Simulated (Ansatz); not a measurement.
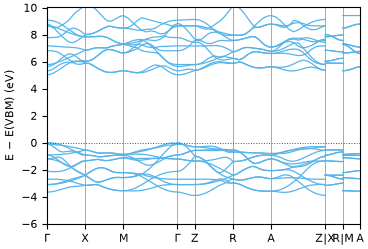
Figure: Band structure from plane-wave PAW r²SCAN+D4 (Ansatz code)

Problem. Read off the gap and where the band edges lie.

Solution. About 5.0 eV (5.01 eV by a search for the band edges); maximum at Γ, minimum at Γ.

The material is YBrO in space group P4/nmm (No. 129; Y on 2c, Br on 2c, O on 2a).

The workflow started from a Materials Project entry (that database holds measured and hypothetical structures alike); the Crystallography Open Database copy checked does not list it. Its standing as an ambient phase is unchecked. The cell was relaxed with r²SCAN+D4 under the symmetry of its start; whether a distortion lowers the energy is not shown. No spin polarisation was allowed. Spin–orbit coupling is left out wherever it is not named.

Potentials: the later of the program's two PAW sets.
